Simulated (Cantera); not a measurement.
Charge: 1 mol BF3, 0.58 mol O2, 0.17 mol H2, equilibrated at 97.0 Pa.

Method: chemical equilibrium by Gibbs-energy minimisation in Cantera with the NASA 1993 tables (ideal gas, pure condensed phases). Candidate condensed phases: B, B2O3, B3O3H3, H2O; 43 gas species. The tables' values for BF2 are old estimates; treat these amounts as uncertain. Rates play no part.

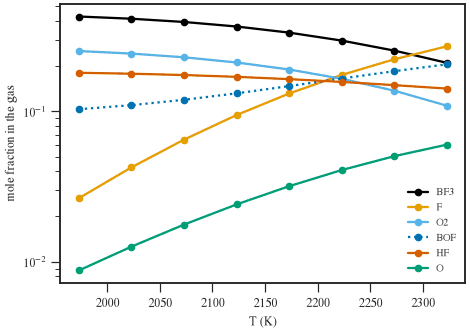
Figure. Equilibrium gas composition (values under 1e-9 drawn at 1e-9)

Q: Read off the mole fractions at 1973 K.

A: BF3 about 0.43, O2 about 0.25, HF about 0.18, BOF about 0.10, F about 0.026, O about 0.0087.
